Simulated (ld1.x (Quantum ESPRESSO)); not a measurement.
Pseudopotential generation, with input and output: Al

Aluminium (Al, Z = 13), core [Ne], reference valence 3s1 3p2, valence charge 3. Computed at this level: RRKJ potential, BLYP, scalar-relativistic, made with ld1.x (Quantum ESPRESSO) 7.5.

The input:
```
 &input
   title='Al', zed=13., rel=1, dft='BLYP', iswitch=3,
   config='[Ne] 3s1 3p2 3d-2',
   nld=3, rlderiv=2.45, eminld=-3.0, emaxld=5.0, deld=0.02
 /
 &inputp
   pseudotype=2, tm=.false., lloc=0,
   nlcc=.true., new_core_ps=.true.,
   file_pseudopw='Al.UPF', file_wfcaegen='ae.wfc', file_wfcncgen='nc.wfc', file_beta='beta', file_chi='chi'
 /
3
3P  2  1   2.00   0.00  2.25  2.25  0.0
3D  3  2  -2.00  -0.10  2.05  2.05  0.0
3S  1  0   1.00   0.00  2.25  2.25  0.0
 &test
   configts(1)='3s1 3p2'
 /
```

Input of the test run:
```
 &input
   title='Al', zed=13., rel=1, dft='BLYP', iswitch=2,
   config='[Ne] 3s1 3p2 3d-2'
 /
 &test
   file_pseudo='Al.UPF', nconf=8,
   configts(1)='3s1 3p2',
   configts(2)='3s2 3p1',
   configts(3)='3s2 3p0',
   configts(4)='3s1 3p0',
   configts(5)='3s2 3p1.3',
   configts(6)='3s1 3p1',
   configts(7)='3s0 3p3',
   configts(8)='3s2 3p0.5'
 /
```

Command:
```bash
ld1.x < Al.in > Al.out
```

Output:
```
     Program LD1 v.7.5
     --------------------------- All-electron run ----------------------------

     Al
     scalar relativistic calculation

     atomic number is 13.00
     dft =BLYP   lsd =0 sic =0 latt =0  beta=0.20 tr2=1.0E-14
     Exchange-correlation= BLYP
                           (   1   3   1   3   0   0   0)
     mesh =1135 r(mesh) = 100.48924 a.u. xmin = -7.00 dx = 0.01250
     1 Ry =  13.60569312 eV, c = 137.03599908

     n l     nl                  e(Ry)          e(Ha)          e(eV)
     1 0     1S 1( 2.00)      -111.2869       -55.6435     -1514.1356
     2 0     2S 1( 2.00)        -8.0643        -4.0322      -109.7207
     2 1     2P 1( 6.00)        -5.2466        -2.6233       -71.3831
     3 0     3S 1( 1.00)        -0.6228        -0.3114        -8.4738
     3 1     3P 1( 2.00)        -0.2333        -0.1166        -3.1739

     final scf error:  7.4E-15 reached in  21 iterations

     Etot =    -485.291133 Ry,    -242.645566 Ha,   -6602.722229 eV

     Ekin =     486.221698 Ry,     243.110849 Ha,    6615.383218 eV
     Encl =   -1159.033749 Ry,    -579.516875 Ha,  -15769.457514 eV
     Eh   =     224.594088 Ry,     112.297044 Ha,    3055.758245 eV
     Exc  =     -37.073170 Ry,     -18.536585 Ha,    -504.406178 eV

     normalization and overlap integrals

     s(1S/1S) =  1.000000  <r> =   0.1202  <r2> =    0.0195  r(max) =   0.0779
     s(2S/2S) =  1.000000  <r> =   0.6265  <r2> =    0.4709  r(max) =   0.4954
     s(2P/2P) =  1.000000  <r> =   0.6032  <r2> =    0.4629  r(max) =   0.4264
     s(3S/3S) =  1.000000  <r> =   2.4718  <r2> =    7.1387  r(max) =   2.0341
     s(3P/3P) =  1.000000  <r> =   3.3007  <r2> =   13.1171  r(max) =   2.5473

     ------------------------ End of All-electron run ------------------------

     --------------------- Generating NC pseudopotential ---------------------

      Generating local pot.: lloc=0, matching radius rcloc =   2.2500

      Computing core charge for nlcc:

       r > 1.35 : true rho core
      Core charge pseudized with two Bessel functions
      Integrated core pseudo-charge :   3.42

      Wfc   3P  rcut= 2.248  Estimated cut-off energy=       34.09 Ry
      This function has    0 nodes for 0 < r <    2.248

      Wfc   3D  rcut= 2.034  Estimated cut-off energy=       53.94 Ry
      This function has    0 nodes for 0 < r <    2.034

     ------------------- End of pseudopotential generation -------------------

     --------------------------- All-electron run ----------------------------

     Al
     scalar relativistic calculation

     atomic number is 13.00
     dft =BLYP   lsd =0 sic =0 latt =0  beta=0.20 tr2=1.0E-14
     Exchange-correlation= BLYP
                           (   1   3   1   3   0   0   0)
     mesh =1135 r(mesh) = 100.48924 a.u. xmin = -7.00 dx = 0.01250
     1 Ry =  13.60569312 eV, c = 137.03599908

     n l     nl                  e(Ry)          e(Ha)          e(eV)
     1 0     1S 1( 2.00)      -111.2869       -55.6435     -1514.1356
     2 0     2S 1( 2.00)        -8.0643        -4.0322      -109.7207
     2 1     2P 1( 6.00)        -5.2466        -2.6233       -71.3831
     3 0     3S 1( 1.00)        -0.6228        -0.3114        -8.4738
     3 1     3P 1( 2.00)        -0.2333        -0.1166        -3.1739

     final scf error:  7.4E-15 reached in  21 iterations

     Etot =    -485.291133 Ry,    -242.645566 Ha,   -6602.722229 eV

     Ekin =     486.221698 Ry,     243.110849 Ha,    6615.383218 eV
     Encl =   -1159.033749 Ry,    -579.516875 Ha,  -15769.457514 eV
     Eh   =     224.594088 Ry,     112.297044 Ha,    3055.758245 eV
     Exc  =     -37.073170 Ry,     -18.536585 Ha,    -504.406178 eV

     normalization and overlap integrals

     s(1S/1S) =  1.000000  <r> =   0.1202  <r2> =    0.0195  r(max) =   0.0779
     s(2S/2S) =  1.000000  <r> =   0.6265  <r2> =    0.4709  r(max) =   0.4954
     s(2P/2P) =  1.000000  <r> =   0.6032  <r2> =    0.4629  r(max) =   0.4264
     s(3S/3S) =  1.000000  <r> =   2.4718  <r2> =    7.1387  r(max) =   2.0341
     s(3P/3P) =  1.000000  <r> =   3.3007  <r2> =   13.1171  r(max) =   2.5473

     ------------------------ End of All-electron run ------------------------

     Computing logarithmic derivative in   2.43835
     Computing logarithmic derivative in   2.43835
     Computing the partial wave expansion
       no projector for channel:   0
     R is outside the sphere for l=    1 j= 0.00
     R is outside the sphere for l=    2 j= 0.00

     ---------------------- Testing the pseudopotential ----------------------

     Al
     scalar relativistic calculation

     atomic number is 13.00   valence charge is  3.00
     dft =BLYP   lsd =0 sic =0 latt =0  beta=0.20 tr2=1.0E-14
     mesh =1135 r(mesh) = 100.48924 xmin = -7.00 dx = 0.01250

     n l     nl             e AE (Ry)        e PS (Ry)    De AE-PS (Ry)
     1 0     3S   1( 1.00)       -0.62282       -0.62282        0.00000
     2 1     3P   1( 2.00)       -0.23328       -0.23328        0.00000

     eps = 9.1E-15  iter = 16

     Etot =    -485.291133 Ry,    -242.645566 Ha,   -6602.722229 eV
     Etotps =    -8.197891 Ry,      -4.098945 Ha,    -111.537988 eV

     Ekin =       1.480535 Ry,       0.740267 Ha,      20.143700 eV
     Encl =      -6.409764 Ry,      -3.204882 Ha,     -87.209276 eV
     Ehrt =       2.708705 Ry,       1.354352 Ha,      36.853808 eV
     Ecxc =      -5.921565 Ry,      -2.960783 Ha,     -80.567000 eV
     (Ecc =      -4.645529 Ry,      -2.322765 Ha,     -63.205646 eV)
     Epseu=      -0.055802 Ry,      -0.027901 Ha,      -0.759221 eV

     ---------------------- End of pseudopotential test ----------------------
```

Output of the test run (extracts):
```
     ---------------------- Testing the pseudopotential ----------------------

     Al
     scalar relativistic calculation

     atomic number is 13.00   valence charge is  3.00
     dft =BLYP   lsd =0 sic =0 latt =0  beta=0.20 tr2=1.0E-14
     mesh =1135 r(mesh) = 100.48924 xmin = -7.00 dx = 0.01250

     n l     nl             e AE (Ry)        e PS (Ry)    De AE-PS (Ry)
     1 0     3S   1( 1.00)       -0.62282       -0.62282        0.00000
     2 1     3P   1( 2.00)       -0.23328       -0.23328        0.00000

     eps = 9.4E-15  iter = 11

     Etot =    -485.291133 Ry,    -242.645566 Ha,   -6602.722229 eV
     Etotps =    -8.197891 Ry,      -4.098945 Ha,    -111.537983 eV

     Ekin =       1.480535 Ry,       0.740268 Ha,      20.143707 eV
     Encl =      -6.409764 Ry,      -3.204882 Ha,     -87.209279 eV
     Ehrt =       2.708705 Ry,       1.354353 Ha,      36.853810 eV
     Ecxc =      -5.921565 Ry,      -2.960783 Ha,     -80.567000 eV
     (Ecc =      -4.645529 Ry,      -2.322765 Ha,     -63.205646 eV)
     Epseu=      -0.055802 Ry,      -0.027901 Ha,      -0.759221 eV

     ---------------------- End of pseudopotential test ----------------------

     ---------------------- Testing the pseudopotential ----------------------

     Al
     scalar relativistic calculation

     atomic number is 13.00   valence charge is  3.00
     dft =BLYP   lsd =0 sic =0 latt =0  beta=0.20 tr2=1.0E-14
     mesh =1135 r(mesh) = 100.48924 xmin = -7.00 dx = 0.01250

     n l     nl             e AE (Ry)        e PS (Ry)    De AE-PS (Ry)
     1 0     3S   1( 2.00)       -0.56085       -0.56053       -0.00032
     2 1     3P   1( 1.00)       -0.18841       -0.18876        0.00035

     eps = 4.9E-16  iter =  9

     Etot =    -485.672430 Ry,    -242.836215 Ha,   -6607.910043 eV
     Etotps =    -8.578829 Ry,      -4.289415 Ha,    -116.720916 eV
     dEtot_ae =      -0.381297 Ry
     dEtot_ps =      -0.380939 Ry,   Delta E=      -0.000359 Ry

     Ekin =       1.219806 Ry,       0.609903 Ha,      16.596309 eV
     Encl =      -6.635597 Ry,      -3.317798 Ha,     -90.281894 eV
     Ehrt =       2.880262 Ry,       1.440131 Ha,      39.187966 eV
     Ecxc =      -6.020469 Ry,      -3.010235 Ha,     -81.912657 eV
     (Ecc =      -4.645529 Ry,      -2.322765 Ha,     -63.205646 eV)
     Epseu=      -0.022832 Ry,      -0.011416 Ha,      -0.310641 eV

     ---------------------- End of pseudopotential test ----------------------

     ---------------------- Testing the pseudopotential ----------------------

     Al
     scalar relativistic calculation

     atomic number is 13.00   valence charge is  3.00
     dft =BLYP   lsd =0 sic =0 latt =0  beta=0.20 tr2=1.0E-14
     mesh =1135 r(mesh) = 100.48924 xmin = -7.00 dx = 0.01250

     n l     nl             e AE (Ry)        e PS (Ry)    De AE-PS (Ry)
     1 0     3S   1( 2.00)       -1.08192       -1.08044       -0.00148
     2 1     3P   1( 0.00)       -0.65810       -0.65784       -0.00026

     eps = 6.5E-16  iter =  6

     Etot =    -485.258845 Ry,    -242.629423 Ha,   -6602.282934 eV
     Etotps =    -8.165074 Ry,      -4.082537 Ha,    -111.091491 eV
     dEtot_ae =       0.032288 Ry
     dEtot_ps =       0.032817 Ry,   Delta E=      -0.000529 Ry

     Ekin =       0.822230 Ry,       0.411115 Ha,      11.187006 eV
     Encl =      -4.828515 Ry,      -2.414257 Ha,     -65.695289 eV
     Ehrt =       1.516228 Ry,       0.758114 Ha,      20.629330 eV
     Ecxc =      -5.675017 Ry,      -2.837508 Ha,     -77.212538 eV
     (Ecc =      -4.645529 Ry,      -2.322765 Ha,     -63.205646 eV)

     ---------------------- End of pseudopotential test ----------------------

     ---------------------- Testing the pseudopotential ----------------------

     Al
     scalar relativistic calculation

     atomic number is 13.00   valence charge is  3.00
     dft =BLYP   lsd =0 sic =0 latt =0  beta=0.20 tr2=1.0E-14
     mesh =1135 r(mesh) = 100.48924 xmin = -7.00 dx = 0.01250

     n l     nl             e AE (Ry)        e PS (Ry)    De AE-PS (Ry)
     1 0     3S   1( 1.00)       -1.75250       -1.75019       -0.00231
     2 1     3P   1( 0.00)       -1.26978       -1.26780       -0.00198

     eps = 2.6E-15  iter =  9

     Etot =    -483.846525 Ry,    -241.923263 Ha,   -6583.067341 eV
     Etotps =    -6.754804 Ry,      -3.377402 Ha,     -91.903787 eV
     dEtot_ae =       1.444608 Ry
     dEtot_ps =       1.443087 Ry,   Delta E=       0.001521 Ry

     Ekin =       0.481345 Ry,       0.240672 Ha,       6.549027 eV
     Encl =      -2.479406 Ry,      -1.239703 Ha,     -33.734039 eV
     Ehrt =       0.408882 Ry,       0.204441 Ha,       5.563119 eV
     Ecxc =      -5.165624 Ry,      -2.582812 Ha,     -70.281893 eV
     (Ecc =      -4.645529 Ry,      -2.322765 Ha,     -63.205646 eV)

     ---------------------- End of pseudopotential test ----------------------

     ---------------------- Testing the pseudopotential ----------------------

     Al
     scalar relativistic calculation

     atomic number is 13.00   valence charge is  3.00
     dft =BLYP   lsd =0 sic =0 latt =0  beta=0.20 tr2=1.0E-14
     mesh =1135 r(mesh) = 100.48924 xmin = -7.00 dx = 0.01250

     n l     nl             e AE (Ry)        e PS (Ry)    De AE-PS (Ry)
     1 0     3S   1( 2.00)       -0.43313       -0.43286       -0.00027
     2 1     3P   1( 1.30)       -0.07472       -0.07501        0.00029

     eps = 7.8E-15  iter = 14

     Etot =    -485.711479 Ry,    -242.855740 Ha,   -6608.441330 eV
     Etotps =    -8.617979 Ry,      -4.308990 Ha,    -117.253584 eV
     dEtot_ae =      -0.420346 Ry
     dEtot_ps =      -0.420089 Ry,   Delta E=      -0.000257 Ry

     Ekin =       1.276794 Ry,       0.638397 Ha,      17.371673 eV
     Encl =      -7.059393 Ry,      -3.529696 Ha,     -96.047929 eV
     Ehrt =       3.289744 Ry,       1.644872 Ha,      44.759249 eV
     Ecxc =      -6.099891 Ry,      -3.049945 Ha,     -82.993239 eV
     (Ecc =      -4.645529 Ry,      -2.322765 Ha,     -63.205646 eV)
     Epseu=      -0.025235 Ry,      -0.012617 Ha,      -0.343339 eV

     ---------------------- End of pseudopotential test ----------------------

     ---------------------- Testing the pseudopotential ----------------------

     Al
     scalar relativistic calculation

     atomic number is 13.00   valence charge is  3.00
     dft =BLYP   lsd =0 sic =0 latt =0  beta=0.20 tr2=1.0E-14
     mesh =1135 r(mesh) = 100.48924 xmin = -7.00 dx = 0.01250

     n l     nl             e AE (Ry)        e PS (Ry)    De AE-PS (Ry)
     1 0     3S   1( 1.00)       -1.14241       -1.14145       -0.00096
     2 1     3P   1( 1.00)       -0.70778       -0.70712       -0.00066

     eps = 3.4E-16  iter =  6

     Etot =    -484.829562 Ry,    -242.414781 Ha,   -6596.442233 eV
     Etotps =    -7.736565 Ry,      -3.868282 Ha,    -105.261328 eV
     dEtot_ae =       0.461571 Ry
     dEtot_ps =       0.461326 Ry,   Delta E=       0.000246 Ry

     Ekin =       1.128287 Ry,       0.564144 Ha,      15.351127 eV
     Encl =      -4.639171 Ry,      -2.319585 Ha,     -63.119131 eV
     Ehrt =       1.390209 Ry,       0.695105 Ha,      18.914763 eV
     Ecxc =      -5.573211 Ry,      -2.786605 Ha,     -75.827398 eV
     (Ecc =      -4.645529 Ry,      -2.322765 Ha,     -63.205646 eV)
     Epseu=      -0.042680 Ry,      -0.021340 Ha,      -0.580688 eV

     ---------------------- End of pseudopotential test ----------------------

     ---------------------- Testing the pseudopotential ----------------------

     Al
     scalar relativistic calculation

     atomic number is 13.00   valence charge is  3.00
     dft =BLYP   lsd =0 sic =0 latt =0  beta=0.20 tr2=1.0E-14
     mesh =1135 r(mesh) = 100.48924 xmin = -7.00 dx = 0.01250

     n l     nl             e AE (Ry)        e PS (Ry)    De AE-PS (Ry)
     1 0     3S   1( 0.00)       -0.67593       -0.67672        0.00079
     2 1     3P   1( 3.00)       -0.27251       -0.27230       -0.00021

     eps = 1.0E-14  iter = 13

     Etot =    -484.894428 Ry,    -242.447214 Ha,   -6597.324781 eV
     Etotps =    -7.800704 Ry,      -3.900352 Ha,    -106.133990 eV
     dEtot_ae =       0.396705 Ry
     dEtot_ps =       0.397186 Ry,   Delta E=      -0.000481 Ry

     Ekin =       1.786646 Ry,       0.893323 Ha,      24.308556 eV
     Encl =      -6.233934 Ry,      -3.116967 Ha,     -84.816991 eV
     Ehrt =       2.580170 Ry,       1.290085 Ha,      35.104998 eV
     Ecxc =      -5.834974 Ry,      -2.917487 Ha,     -79.388865 eV
     (Ecc =      -4.645529 Ry,      -2.322765 Ha,     -63.205646 eV)
     Epseu=      -0.098612 Ry,      -0.049306 Ha,      -1.341687 eV

     ---------------------- End of pseudopotential test ----------------------

     ---------------------- Testing the pseudopotential ----------------------

     Al
     scalar relativistic calculation

     atomic number is 13.00   valence charge is  3.00
     dft =BLYP   lsd =0 sic =0 latt =0  beta=0.20 tr2=1.0E-14
     mesh =1135 r(mesh) = 100.48924 xmin = -7.00 dx = 0.01250

     n l     nl             e AE (Ry)        e PS (Ry)    De AE-PS (Ry)
     1 0     3S   1( 2.00)       -0.80652       -0.80579       -0.00072
     2 1     3P   1( 0.50)       -0.40880       -0.40901        0.00021

     eps = 3.2E-15  iter =  7

     Etot =    -485.524516 Ry,    -242.762258 Ha,   -6605.897562 eV
     Etotps =    -8.430756 Ry,      -4.215378 Ha,    -114.706283 eV
     dEtot_ae =      -0.233383 Ry
     dEtot_ps =      -0.232866 Ry,   Delta E=      -0.000517 Ry

     Ekin =       1.060369 Ry,       0.530185 Ha,      14.427058 eV
     Encl =      -5.795439 Ry,      -2.897719 Ha,     -78.850962 eV
     Ehrt =       2.178687 Ry,       1.089343 Ha,      29.642543 eV
     Ecxc =      -5.859633 Ry,      -2.929816 Ha,     -79.724365 eV
     (Ecc =      -4.645529 Ry,      -2.322765 Ha,     -63.205646 eV)
     Epseu=      -0.014741 Ry,      -0.007370 Ha,      -0.200556 eV

     ---------------------- End of pseudopotential test ----------------------
```

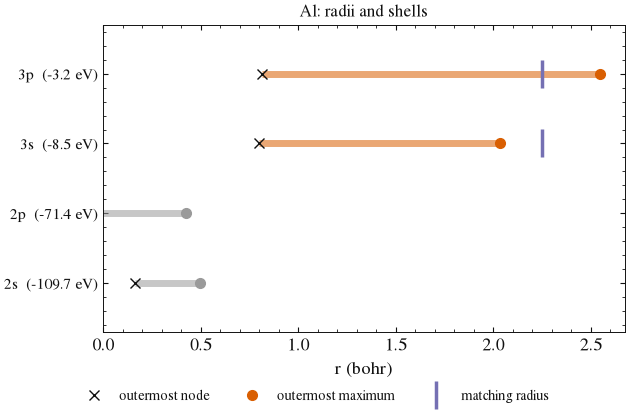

*Outer shells of the all-electron reference atom: each bar runs from the outermost node (or the nucleus) to the outermost maximum of u(r); the tick is the radius chosen for the pseudo-wave. Shells without a tick have no pseudo-wave of their own. Levels, nodes and maxima are from ld1.x, scalar-relativistic.*

- Radii against the shells: 3s: 2.25 bohr, outside the maximum; 3p: 2.25 bohr, between node and maximum.

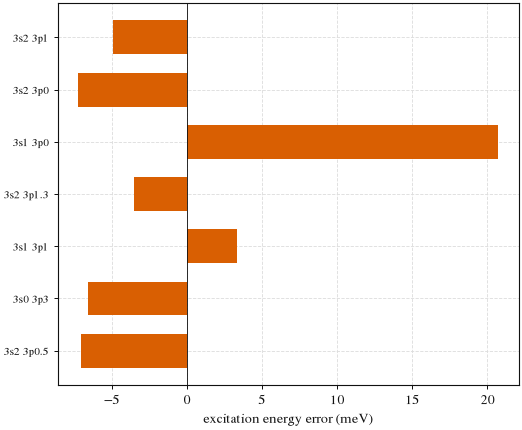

*Errors, all-electron minus pseudo, of the energies of valence configurations relative to the unpolarised reference 3s1 3p2.*

- Worst configuration: 3s1 3p0 (charge +2): the error is +21 meV on an all-electron energy of +19.65 eV relative to the reference, or 0.11 %.
- Configurations within 10 meV and within 50 meV: 6 and 7 of 7.
- Errors in meV: 3s2 3p1: -4.9; 3s2 3p0: -7.2; 3s1 3p0: +21; 3s2 3p1.3: -3.5; 3s1 3p1: +3.3; 3s0 3p3: -6.5; 3s2 3p0.5: -7.0.

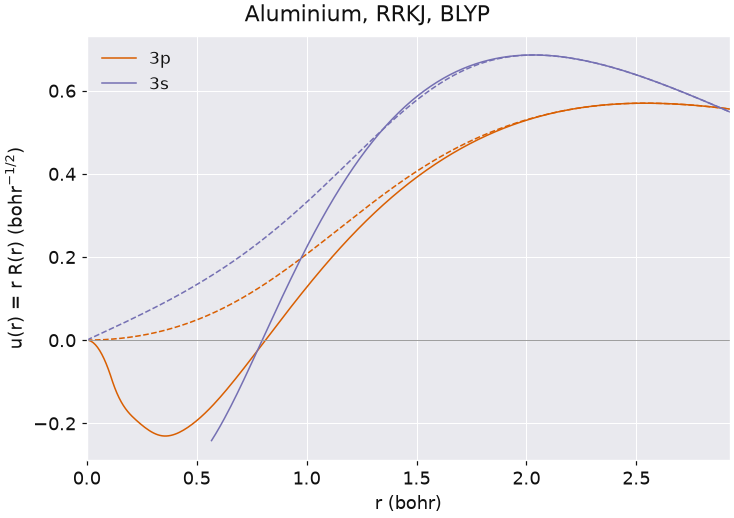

*All-electron valence functions (solid) with their pseudo partners (dashed). The innermost oscillations of some all-electron curves aren't drawn. Reference configuration 3s1 3p2.*

- Matching radii: 3p at 2.25 bohr; 3s at 2.25 bohr. The curves merge smoothly, so the plot gives these only roughly.
- Nodes of the pseudo-waves: 3p has no node; 3s has no node.

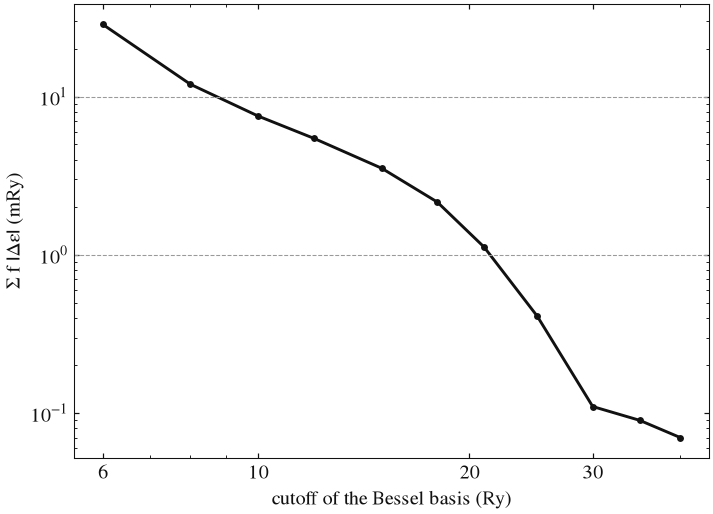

*The pseudo-atom Hamiltonian at the reference potential is diagonalised in spherical Bessel functions (20 bohr box) up to the cutoff. Curve: occupation-weighted sum of the valence levels' distances from their values at 400 Ry.*

- Cutoffs for 10 and 1 mRy in the occupation-weighted sum of levels: 10 Ry and 25 Ry, on the ladder of cutoffs that was run.
- Error at 21 Ry: about 1.1 mRy.

Summary:

- outcome: generated
- cutoffs needed: 10 Ry and 25 Ry (the cutoffs, on a coarse ladder, from which the occupation-weighted sum of valence levels, in a spherical-Bessel basis at the reference potential, stays within 10 and 1 mRy of its value at 400 Ry); ghost states and empty shells don't enter this sum
- ghost test: no ghost state below the valence levels in the p, d, s, f channels (spherical-Bessel basis up to 400 Ry, 20 bohr box)
- largest excitation error: +21 meV (all-electron minus pseudo) for 3s1 3p0, out of 7 test configurations
- range over which the phases arctan(r u′/u) at the test radius agree within 0.05 rad (a looser test near the poles than one of phase shifts): s: up to about 2.2 Ry; p: up to about 2.4 Ry; d: up to about 4.3 Ry
- hardware: 1 CPU thread, shared host
- wall time: 0.93 s
